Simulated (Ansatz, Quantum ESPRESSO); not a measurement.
# From contact to tunnelling: vacuum gaps between two Na(100) faces, part 2 of 5

Aim: how the conductance falls as the barrier grows, for vacuum gaps between two Na(100) faces.

Quantum ESPRESSO 7.5; plane-wave DFT, PBE, GBRV ultrasoft pseudopotentials; cross-check by Ansatz 0.2.0 with PAW datasets.

So far. Step 2 (Ground state, 5 Å): The run needed 11 iterations to bring the estimated error under 1e-07 Ry; the largest force on any atom, held or free, is 0.07 eV/Å.

### 3. Transmission with pwcond.x, 5 Å

Level of this step: transmission by pwcond, lead and junction from one cell; plane-wave DFT, PBE, GBRV ultrasoft pseudopotentials (Quantum ESPRESSO).

prefixt takes both regions from one run: the lead from 0 to bdl, the scattering region from bdl to bds (units of alat). ikind = 1 puts the same lead on both sides. The program's T_tot counts both spins in a run without spin; the tables below give T per spin.

Contents of j0.cond.in:

```
&inputcond
  outdir = './out'
  prefixt = 'j0.scf'
  tran_file = 'j0.cond.dat'
  bdl = 1.0000000000
  bds = 8.6904761905
  ikind = 1
  ewind = 4.0
  epsproj = 1e-05
  nz1 = 7
  energy0 = 0.4
  denergy = -0.4
/
15
  0.00000000 0.00000000 0.01562500
  0.00000000 0.12500000 0.06250000
  0.00000000 0.25000000 0.06250000
  0.00000000 0.37500000 0.06250000
  0.00000000 0.50000000 0.03125000
  0.12500000 0.12500000 0.06250000
  0.12500000 0.25000000 0.12500000
  0.12500000 0.37500000 0.12500000
  0.12500000 0.50000000 0.06250000
  0.25000000 0.25000000 0.06250000
  0.25000000 0.37500000 0.12500000
  0.25000000 0.50000000 0.06250000
  0.37500000 0.37500000 0.06250000
  0.37500000 0.50000000 0.06250000
  0.50000000 0.50000000 0.01562500
3
```

Run with:

```bash
OMP_NUM_THREADS=1 mpirun -n 4 pwcond.x -in j0.cond.in > j0.cond.out
```

The program printed:

```text
[banner, memory and clock lines left out]
Program PWCOND v.7.5 starts

          URL

     ./out/j0.scf.save/

     IMPORTANT: XC functional enforced from input :
     Exchange-correlation= PBE
                           (   1   4   3   4   0   0   0)
     Any further DFT definition will be discarded
     Please, verify this is what you really want

     Reading collected, re-writing distributed wavefunctions

===== INPUT FILE containing all the regions =====

     GEOMETRY:

     lattice parameter (alat)  =       7.9368  a.u.
     the volume                =    4344.9826 (a.u.)^3
     the cross section         =      62.9936 (a.u.)^2
     l of the unit cell        =       8.6905 (alat)
     number of atoms/cell      =           16
     number of atomic types    =            1

     crystal axes: (cart. coord. in units of alat)
               a(1) = (  1.0000  0.0000  0.0000 )
               a(2) = (  0.0000  1.0000  0.0000 )
               a(3) = (  0.0000  0.0000  8.6905 )

   Cartesian axes

     site n.     atom                  positions (alat units)
          1        Na     tau(  1)=(  0.0000  0.0000  8.6905  )
          2        Na     tau(  2)=(  0.5000  0.5000  0.5000  )
          3        Na     tau(  3)=(  0.0000  0.0000  1.0000  )
          4        Na     tau(  4)=(  0.5000  0.5000  1.5000  )
          5        Na     tau(  5)=(  0.0000  0.0000  2.0000  )
          6        Na     tau(  6)=(  0.5000  0.5000  2.5000  )
          7        Na     tau(  7)=(  0.0000  0.0000  3.0000  )
          8        Na     tau(  8)=(  0.5000  0.5000  3.5000  )
          9        Na     tau(  9)=(  0.0000  0.0000  4.6905  )
         10        Na     tau( 10)=(  0.5000  0.5000  5.1905  )
         11        Na     tau( 11)=(  0.0000  0.0000  5.6905  )
         12        Na     tau( 12)=(  0.5000  0.5000  6.1905  )
         13        Na     tau( 13)=(  0.0000  0.0000  6.6905  )
         14        Na     tau( 14)=(  0.5000  0.5000  7.1905  )
         15        Na     tau( 15)=(  0.0000  0.0000  7.6905  )
         16        Na     tau( 16)=(  0.5000  0.5000  8.1905  )

     nr1s                      =           32
     nr2s                      =           32
     nr3s                      =          288
     nr1sx                     =           32
     nr2sx                     =           32
     nr3sx                     =          288
     nr1                       =           36
     nr2                       =           36
     nr3                       =          320
     nr1x                      =           36
     nr2x                      =           36
     nr3x                      =          320

 _______________________________
  Radii of nonlocal spheres:

     type       ibeta     ang. mom.          radius (alat units)
       Na         1         0                    0.2543
       Na         2         0                    0.2543
       Na         3         1                    0.2543
       Na         4         1                    0.2543
       Na         5         2                    0.2543
----- General information -----

--- T calc. with identical leads (ikind=1) ---

     nrx                       =           32
     nry                       =           32
     nz1                       =            7

     energy0               =         4.0E-01
     denergy               =        -4.0E-01
     nenergy               =          3
     ecut2d                =         4.0E+01
     ewind                 =         4.0E+00
     epsproj               =         1.0E-05

     number of k_|| points=   15
                       cryst. coord.
        k(    1) = (   0.0000000   0.0000000), wk =   0.0156250
        k(    2) = (   0.0000000   0.1250000), wk =   0.0625000
        k(    3) = (   0.0000000   0.2500000), wk =   0.0625000
        k(    4) = (   0.0000000   0.3750000), wk =   0.0625000
        k(    5) = (   0.0000000   0.5000000), wk =   0.0312500
        k(    6) = (   0.1250000   0.1250000), wk =   0.0625000
        k(    7) = (   0.1250000   0.2500000), wk =   0.1250000
        k(    8) = (   0.1250000   0.3750000), wk =   0.1250000
        k(    9) = (   0.1250000   0.5000000), wk =   0.0625000
        k(   10) = (   0.2500000   0.2500000), wk =   0.0625000
        k(   11) = (   0.2500000   0.3750000), wk =   0.1250000
        k(   12) = (   0.2500000   0.5000000), wk =   0.0625000
        k(   13) = (   0.3750000   0.3750000), wk =   0.0625000
        k(   14) = (   0.3750000   0.5000000), wk =   0.0625000
        k(   15) = (   0.5000000   0.5000000), wk =   0.0156250
----- Information about left/right lead -----

     nocros                   =           13
     noins                    =           13
     norb                     =           39
     norbf                    =          195
     nrz                      =           33

      iorb      type   ibeta   ang. mom.   m       position (alat)
        1        1       1        0        1   taunew(   1)=(  0.0000  0.0000  0.0000)
        2        1       2        0        1   taunew(   2)=(  0.0000  0.0000  0.0000)
        3        1       3        1        1   taunew(   3)=(  0.0000  0.0000  0.0000)
        4        1       3        1        2   taunew(   4)=(  0.0000  0.0000  0.0000)
        5        1       3        1        3   taunew(   5)=(  0.0000  0.0000  0.0000)
        6        1       4        1        1   taunew(   6)=(  0.0000  0.0000  0.0000)
        7        1       4        1        2   taunew(   7)=(  0.0000  0.0000  0.0000)
        8        1       4        1        3   taunew(   8)=(  0.0000  0.0000  0.0000)
        9        1       5        2        1   taunew(   9)=(  0.0000  0.0000  0.0000)
       10        1       5        2        2   taunew(  10)=(  0.0000  0.0000  0.0000)
       11        1       5        2        3   taunew(  11)=(  0.0000  0.0000  0.0000)
       12        1       5        2        4   taunew(  12)=(  0.0000  0.0000  0.0000)
       13        1       5        2        5   taunew(  13)=(  0.0000  0.0000  0.0000)
       14        1       1        0        1   taunew(  14)=(  0.5000  0.5000  0.5000)
       15        1       2        0        1   taunew(  15)=(  0.5000  0.5000  0.5000)
       16        1       3        1        1   taunew(  16)=(  0.5000  0.5000  0.5000)
       17        1       3        1        2   taunew(  17)=(  0.5000  0.5000  0.5000)
       18        1       3        1        3   taunew(  18)=(  0.5000  0.5000  0.5000)
       19        1       4        1        1   taunew(  19)=(  0.5000  0.5000  0.5000)
       20        1       4        1        2   taunew(  20)=(  0.5000  0.5000  0.5000)
       21        1       4        1        3   taunew(  21)=(  0.5000  0.5000  0.5000)
[...]
140        1       5        2        2   taunew( 140)=(  0.0000  0.0000  5.6905)
      141        1       5        2        3   taunew( 141)=(  0.0000  0.0000  5.6905)
      142        1       5        2        4   taunew( 142)=(  0.0000  0.0000  5.6905)
      143        1       5        2        5   taunew( 143)=(  0.0000  0.0000  5.6905)
      144        1       1        0        1   taunew( 144)=(  0.5000  0.5000  6.1905)
      145        1       2        0        1   taunew( 145)=(  0.5000  0.5000  6.1905)
      146        1       3        1        1   taunew( 146)=(  0.5000  0.5000  6.1905)
      147        1       3        1        2   taunew( 147)=(  0.5000  0.5000  6.1905)
      148        1       3        1        3   taunew( 148)=(  0.5000  0.5000  6.1905)
      149        1       4        1        1   taunew( 149)=(  0.5000  0.5000  6.1905)
      150        1       4        1        2   taunew( 150)=(  0.5000  0.5000  6.1905)
      151        1       4        1        3   taunew( 151)=(  0.5000  0.5000  6.1905)
      152        1       5        2        1   taunew( 152)=(  0.5000  0.5000  6.1905)
      153        1       5        2        2   taunew( 153)=(  0.5000  0.5000  6.1905)
      154        1       5        2        3   taunew( 154)=(  0.5000  0.5000  6.1905)
      155        1       5        2        4   taunew( 155)=(  0.5000  0.5000  6.1905)
      156        1       5        2        5   taunew( 156)=(  0.5000  0.5000  6.1905)
      157        1       1        0        1   taunew( 157)=(  0.0000  0.0000  6.6905)
      158        1       2        0        1   taunew( 158)=(  0.0000  0.0000  6.6905)
      159        1       3        1        1   taunew( 159)=(  0.0000  0.0000  6.6905)
      160        1       3        1        2   taunew( 160)=(  0.0000  0.0000  6.6905)
      161        1       3        1        3   taunew( 161)=(  0.0000  0.0000  6.6905)
      162        1       4        1        1   taunew( 162)=(  0.0000  0.0000  6.6905)
      163        1       4        1        2   taunew( 163)=(  0.0000  0.0000  6.6905)
      164        1       4        1        3   taunew( 164)=(  0.0000  0.0000  6.6905)
      165        1       5        2        1   taunew( 165)=(  0.0000  0.0000  6.6905)
      166        1       5        2        2   taunew( 166)=(  0.0000  0.0000  6.6905)
      167        1       5        2        3   taunew( 167)=(  0.0000  0.0000  6.6905)
      168        1       5        2        4   taunew( 168)=(  0.0000  0.0000  6.6905)
      169        1       5        2        5   taunew( 169)=(  0.0000  0.0000  6.6905)
      170        1       1        0        1   taunew( 170)=(  0.5000  0.5000  7.1905)
      171        1       2        0        1   taunew( 171)=(  0.5000  0.5000  7.1905)
      172        1       3        1        1   taunew( 172)=(  0.5000  0.5000  7.1905)
      173        1       3        1        2   taunew( 173)=(  0.5000  0.5000  7.1905)
      174        1       3        1        3   taunew( 174)=(  0.5000  0.5000  7.1905)
      175        1       4        1        1   taunew( 175)=(  0.5000  0.5000  7.1905)
      176        1       4        1        2   taunew( 176)=(  0.5000  0.5000  7.1905)
      177        1       4        1        3   taunew( 177)=(  0.5000  0.5000  7.1905)
      178        1       5        2        1   taunew( 178)=(  0.5000  0.5000  7.1905)
      179        1       5        2        2   taunew( 179)=(  0.5000  0.5000  7.1905)
      180        1       5        2        3   taunew( 180)=(  0.5000  0.5000  7.1905)
      181        1       5        2        4   taunew( 181)=(  0.5000  0.5000  7.1905)
      182        1       5        2        5   taunew( 182)=(  0.5000  0.5000  7.1905)
      183        1       1        0        1   taunew( 183)=(  0.0000  0.0000  7.6905)
      184        1       2        0        1   taunew( 184)=(  0.0000  0.0000  7.6905)
      185        1       3        1        1   taunew( 185)=(  0.0000  0.0000  7.6905)
      186        1       3        1        2   taunew( 186)=(  0.0000  0.0000  7.6905)
      187        1       3        1        3   taunew( 187)=(  0.0000  0.0000  7.6905)
      188        1       4        1        1   taunew( 188)=(  0.0000  0.0000  7.6905)
      189        1       4        1        2   taunew( 189)=(  0.0000  0.0000  7.6905)
      190        1       4        1        3   taunew( 190)=(  0.0000  0.0000  7.6905)
      191        1       5        2        1   taunew( 191)=(  0.0000  0.0000  7.6905)
      192        1       5        2        2   taunew( 192)=(  0.0000  0.0000  7.6905)
      193        1       5        2        3   taunew( 193)=(  0.0000  0.0000  7.6905)
      194        1       5        2        4   taunew( 194)=(  0.0000  0.0000  7.6905)
      195        1       5        2        5   taunew( 195)=(  0.0000  0.0000  7.6905)
 ngper, shell number =          193          29
 ngper, n2d =          193         106
---  E-Ef =    0.4000000  k =    0.0000000   0.0000000
---  ie =          1  ik =          1
 Nchannels of the left tip =            1
 Right moving states:
   k1(2pi/a)   k2(2pi/a)   E-Ef (eV)
  -0.3447696   0.0000004   0.4000000
 Left moving states:
   k1(2pi/a)   k2(2pi/a)   E-Ef (eV)
   0.3447696   0.0000004   0.4000000

 to transmit
 Band j to band i transmissions and reflections:
    j         i     |T_ij|^2    |R_ij|^2

    1 -->     1     0.90606     0.09394
   Total T_j, R_j =    0.90606  0.09394

E-Ef(ev), T(x2 spins) =    0.4000000   1.8121228
---  E-Ef =    0.0000000  k =    0.0000000   0.0000000
---  ie =          2  ik =          1
 Nchannels of the left tip =            1
 Right moving states:
   k1(2pi/a)   k2(2pi/a)   E-Ef (eV)
  -0.3828409   0.0000005   0.0000000
 Left moving states:
   k1(2pi/a)   k2(2pi/a)   E-Ef (eV)
   0.3828409   0.0000005   0.0000000

 to transmit
 Band j to band i transmissions and reflections:
    j         i     |T_ij|^2    |R_ij|^2

    1 -->     1     0.81264     0.18736
   Total T_j, R_j =    0.81264  0.18736

E-Ef(ev), T(x2 spins) =    0.0000000   1.6252882
---  E-Ef =   -0.4000000  k =    0.0000000   0.0000000
---  ie =          3  ik =          1
 Nchannels of the left tip =            1
 Right moving states:
   k1(2pi/a)   k2(2pi/a)   E-Ef (eV)
  -0.4230844   0.0000005  -0.4000000
 Left moving states:
   k1(2pi/a)   k2(2pi/a)   E-Ef (eV)
   0.4230844   0.0000005  -0.4000000

 to transmit
 Band j to band i transmissions and reflections:
    j         i     |T_ij|^2    |R_ij|^2

    1 -->     1     0.67500     0.32500
   Total T_j, R_j =    0.67500  0.32500

E-Ef(ev), T(x2 spins) =   -0.4000000   1.3500090
 ngper, shell number =          198          97
 ngper, n2d =          198         107
[... further energies and points left out ...]
---  E-Ef =    0.4000000  k =    0.5000000   0.5000000
---  ie =          1  ik =         15
 Nchannels of the left tip =            0
 Right moving states:
   k1(2pi/a)   k2(2pi/a)   E-Ef (eV)
 Left moving states:
   k1(2pi/a)   k2(2pi/a)   E-Ef (eV)

 to transmit
          E-Ef(ev), T =    0.4000000   0.0000000
---  E-Ef =    0.0000000  k =    0.5000000   0.5000000
---  ie =          2  ik =         15
 Nchannels of the left tip =            0
 Right moving states:
   k1(2pi/a)   k2(2pi/a)   E-Ef (eV)
 Left moving states:
   k1(2pi/a)   k2(2pi/a)   E-Ef (eV)

 to transmit
          E-Ef(ev), T =    0.0000000   0.0000000
---  E-Ef =   -0.4000000  k =    0.5000000   0.5000000
---  ie =          3  ik =         15
 Nchannels of the left tip =            0
 Right moving states:
   k1(2pi/a)   k2(2pi/a)   E-Ef (eV)
 Left moving states:
   k1(2pi/a)   k2(2pi/a)   E-Ef (eV)

 to transmit
          E-Ef(ev), T =   -0.4000000   0.0000000
   T_tot     0.40000      0.93854E+00
   T_tot     0.00000      0.67867E+00
   T_tot    -0.40000      0.44656E+00

Note: The following floating-point exceptions are signalling: IEEE_UNDERFLOW_FLAG
Note: The following floating-point exceptions are signalling: IEEE_UNDERFLOW_FLAG
Note: The following floating-point exceptions are signalling: IEEE_UNDERFLOW_FLAG
Note: The following floating-point exceptions are signalling: IEEE_UNDERFLOW_FLAG
```

Wall time 2.2 min (4 MPI ranks of Arm Neoverse V1, shared host); peak memory 0.39 GiB; 8.9 min of CPU time.

Numbers from this step:

| Property | Result |
| --- | --- |
| lead channels at the Fermi level, one spin | 1.078 |
| transmission at the Fermi level, one spin | 0.3393 |
| conductance | 0.3393 G₀ |

Per spin; mean over the k mesh across the current. Table of open channels, zone mean by energy, zero at the Fermi level:

| energy (eV) | open channels, zone mean |
| --- | --- |
| -0.400 | 1.08 |
| 0.000 | 1.08 |
| 0.400 | 1.39 |

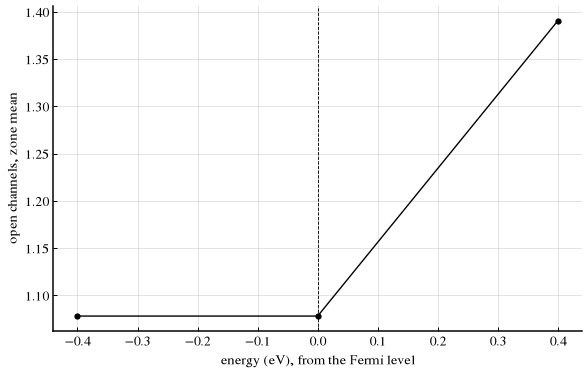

Open channels, zone mean, plotted against energy.

Per spin; mean over the k mesh across the current. Table of transmission, zone mean by energy, zero at the Fermi level:

| energy (eV) | transmission, zone mean |
| --- | --- |
| -0.400 | 0.223 |
| 0.000 | 0.339 |
| 0.400 | 0.469 |

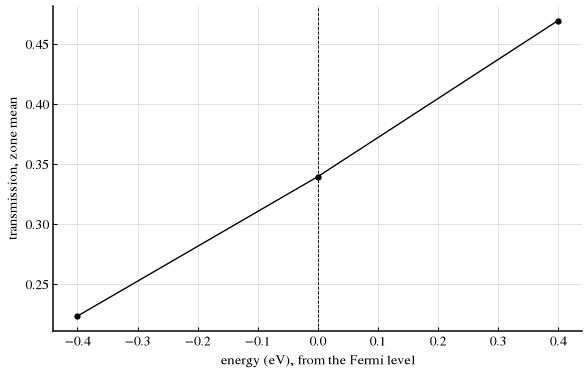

Transmission, zone mean, plotted against energy.

At 0.000 eV; k in fractions of b1, b2. Transmission by k point:

| k1 | k2 | weight | t | channels |
| --- | --- | --- | --- | --- |
| 0 | 0 | 0.01562 | 0.8126 | 1 |
| 0 | 0.125 | 0.0625 | 0.7736 | 1 |
| 0 | 0.25 | 0.0625 | 0.6279 | 1 |
| 0 | 0.375 | 0.0625 | 0.3406 | 1 |
| 0 | 0.5 | 0.03125 | 0.1917 | 2 |
| 0.125 | 0.125 | 0.0625 | 0.7299 | 1 |
| 0.125 | 0.25 | 0.125 | 0.5692 | 1 |
| 0.125 | 0.375 | 0.125 | 0.2806 | 1 |
| 0.125 | 0.5 | 0.0625 | 0.1587 | 2 |
| 0.25 | 0.25 | 0.0625 | 0.3561 | 1 |
| 0.25 | 0.375 | 0.125 | 0.1634 | 1 |
| 0.25 | 0.5 | 0.0625 | 0.0538 | 2 |
| 0.375 | 0.375 | 0.0625 | 0.06345 | 1 |
| 0.375 | 0.5 | 0.0625 | 0 | 0 |
| 0.5 | 0.5 | 0.01562 | 0 | 0 |

(Continued in part 3 of 5.)

[Logs are printed without paths, hosts, clocks, repeated set-up lines and the standing remarks that a program may print on its own settings, such as how far it seeks lower states.]

[Hosts, paths, dates, database ids (printed as entryN), source tags and the programs' standing remarks are cut or masked in the printed files.]

[Maps of the electrostatic potential energy from Ansatz leave out the sawtooth potential of an applied field or a dipole correction, so their vacuum need not be flat; planar profiles and work functions include it.]
